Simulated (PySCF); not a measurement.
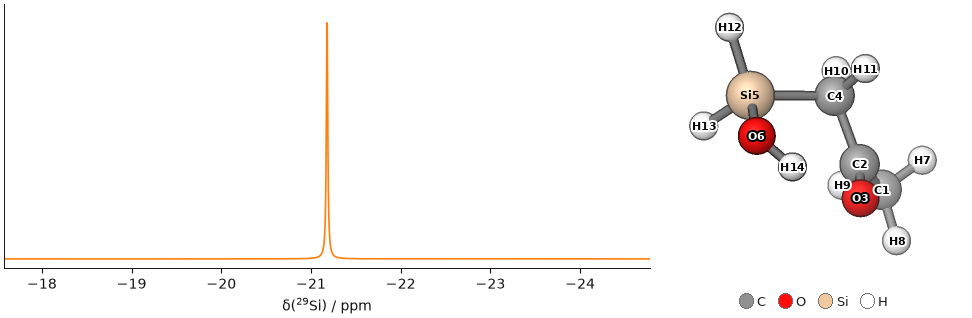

Spectrum and numbered structure of C₃H₈O₂Si, SMILES CC(=O)C[SiH2]O. GIAO shifts, ωB97X-D/pcSseg-1, PySCF, at a PBE0-D3(BJ)/def2-SVP geometry (no frequency check), against TMS for ²⁹Si computed at the same level. Gas phase, fully decoupled, line heights follow the number of nuclei, widths are arbitrary (no quadrupolar broadening); values of one conformer, averaged over nuclei that symmetry or rotation about single bonds exchange, these motions taken as fast; other conformers aren't averaged in.

Where does the ²⁹Si line lie?

Answer. At −21.2 ppm (Si5).
